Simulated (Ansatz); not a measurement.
The calculation's input:

```
crystal:
  periodic: [false, false, false]
  atoms:
    - { symbol: "N", position_ang: [1.5403, -1.782, 0.9069] }
    - { symbol: C, position_ang: [0.6718, -0.5805, 1.1317] }
    - { symbol: "N", position_ang: [0.0678, -0.2915, -0.1653] }
    - { symbol: Si, position_ang: [-0.9991, 0.9069, -0.381] }
    - { symbol: O, position_ang: [-0.233, 2.2851, -0.5879] }
    - { symbol: O, position_ang: [-1.7833, 0.5083, -1.8012] }
    - { symbol: H, position_ang: [0.9254, -2.4177, 0.432] }
    - { symbol: H, position_ang: [2.2531, -1.4824, 0.216] }
    - { symbol: H, position_ang: [1.2905, 0.2652, 1.5566] }
    - { symbol: H, position_ang: [-0.0823, -0.8198, 1.9071] }
    - { symbol: H, position_ang: [0.8496, -0.0237, -0.7478] }
    - { symbol: H, position_ang: [-2.0087, 0.9476, 0.7563] }
    - { symbol: H, position_ang: [-0.6506, 2.908, -1.2629] }
    - { symbol: H, position_ang: [-1.8544, -0.4526, -1.9317] }
basis:
  gaussian: { orbitals: def2-SVP }
hamiltonian:
  xc: b3lyp
relax:
  f_tol: 0.015
  max_steps: 40
output:
  orbitals: {}
```

Launched as:

```sh
ansatz run input.yaml --threads 2 --pin off --max-ram 3072MiB --backend cpu --events-out ev --progress --plain --runs-dir out
```

The fields are those of the relaxed geometry.

All numbers below come from RKS B3LYP/def2-SVP (Ansatz 0.2.0).

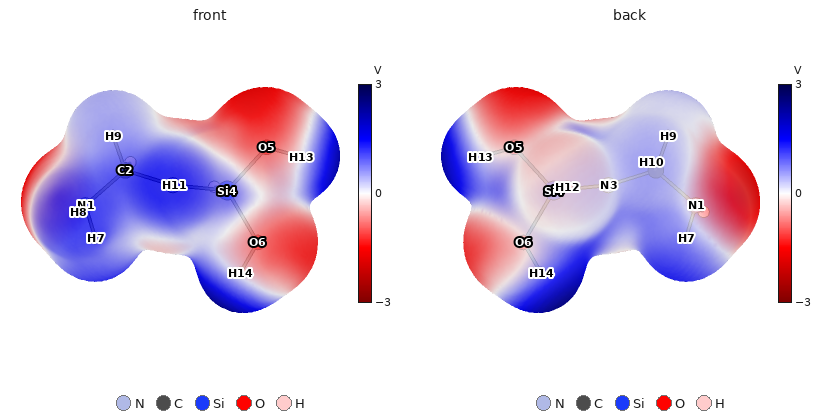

CH8N2O2Si (SMILES NCN[SiH](O)O). The molecular electrostatic potential painted on the density surface at 0.002 e/bohr³, seen from the front and from behind; the colour scale runs from red (negative) to blue (positive).

### Describe the electrostatic potential map.

The most negative region (about −1.8 V) lies over N1, the most positive (about +2.4 V) over H14. N1 is the likeliest acceptor of a hydrogen bond.
